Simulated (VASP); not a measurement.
Band structure of BP (relaxed from the wurtzite structure, space group P6_3mc). Calculation: PBEsol GGA, VASP's PBE PAW potentials (set 64) (plane waves; VASP).

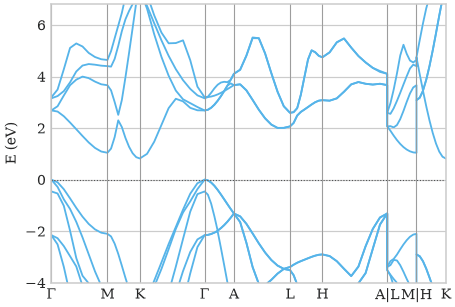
Figure. Bands along high-symmetry lines, zero at the valence-band maximum or, without a gap, the Fermi level

Task: Read the plot: is there a gap, and where are the band edges?

Result: The gap is indirect, 0.82 eV, from the valence maximum at Γ to the conduction minimum at K. (Edges off the drawn lines would not show.)

The structure was generated: BP was put into the wurtzite type (P6_3mc), which need not be its known phase. It was relaxed first, which changed the volume by +8 %.
